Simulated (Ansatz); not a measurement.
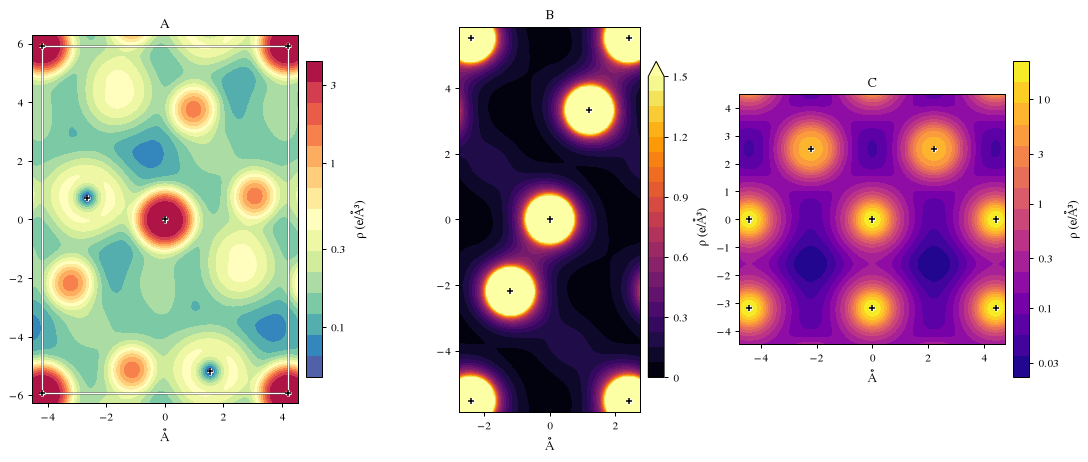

The valence charge density (pseudo) of 3 systems, each on a plane through atoms (crosses mark nuclei in the plane).

Computed with Ansatz, DFT PBE, scalar-relativistic, plane waves, PAW.

System 1: Zr₄Si₃, the (101) plane of the conventional cell. Space group I-43d; a generated structure, not necessarily the stable one; changed on purpose from its base cell (volume × 1.10, shape and atoms relaxed); computed pressure about −10 GPa in this cell.

```
CELL_PARAMETERS angstrom
8.38507 0.00000 0.00000
0.00000 8.38507 0.00000
0.00000 0.00000 8.38507
ATOMIC_POSITIONS crystal
Zr 0.68304 0.18304 0.31696
Zr 0.18304 0.68304 0.81696
Zr 0.43304 0.06696 0.93304
Zr 0.93304 0.56696 0.43304
Zr 0.31696 0.68304 0.18304
Zr 0.81696 0.18304 0.68304
Zr 0.93304 0.43304 0.06696
Zr 0.43304 0.93304 0.56696
Zr 0.06696 0.06696 0.06696
Zr 0.56696 0.56696 0.56696
Zr 0.18304 0.31696 0.68304
Zr 0.68304 0.81696 0.18304
Zr 0.06696 0.93304 0.43304
Zr 0.56696 0.43304 0.93304
Zr 0.31696 0.31696 0.31696
Zr 0.81696 0.81696 0.81696
Si 0.00000 0.25000 0.37500
Si 0.50000 0.75000 0.87500
Si 0.75000 0.12500 0.00000
Si 0.25000 0.62500 0.50000
Si 0.12500 0.00000 0.75000
Si 0.62500 0.50000 0.25000
Si 0.00000 0.75000 0.12500
Si 0.50000 0.25000 0.62500
Si 0.25000 0.37500 0.00000
Si 0.75000 0.87500 0.50000
Si 0.37500 0.00000 0.25000
Si 0.87500 0.50000 0.75000
```

System 2: GaAs₂, the (110) plane of the conventional cell. Space group I4₁22; a generated structure, not necessarily the stable one.

```
Ga As
1.0
     7.81159    0.00000    0.00000
     0.00000    7.81159    0.00000
     0.00000    0.00000    4.81640
Ga As
4 8
Direct
  0.00000 0.00000 0.00000
  0.50000 0.50000 0.50000
  0.00000 0.50000 0.25000
  0.50000 0.00000 0.75000
  0.44807 0.25000 0.12500
  0.94807 0.75000 0.62500
  0.25000 0.44807 0.87500
  0.75000 0.94807 0.37500
  0.05193 0.25000 0.62500
  0.55193 0.75000 0.12500
  0.25000 0.05193 0.37500
  0.75000 0.55193 0.87500
```

System 3: BiSb₄, the (100) plane of the conventional cell. Space group P4/mmm; a generated structure, not necessarily the stable one; computed without spin polarisation.

```
CELL_PARAMETERS angstrom
4.42281 0.00000 0.00000
0.00000 4.42281 0.00000
0.00000 0.00000 8.26002
ATOMIC_POSITIONS crystal
Sb 0.00000 0.50000 0.69309
Sb 0.50000 0.00000 0.69309
Sb 0.00000 0.50000 0.30691
Sb 0.50000 0.00000 0.30691
Bi 0.00000 0.00000 0.00000
```

Which map belongs to which system?

Answer. Panel A is system 1, Zr₄Si₃: the plane holds Zr and Si. Zr–Si (2.76 Å): ρ at the midpoint is about 0.29 e/Å³. Panel B is system 2, GaAs₂: the plane holds As. As–As (2.50 Å): ρ at the midpoint is about 0.51 e/Å³. Panel C is system 3, BiSb₄: the plane holds Sb and Bi. Bi–Sb (3.36 Å): the density is about 0.17 e/Å³ at the midpoint.
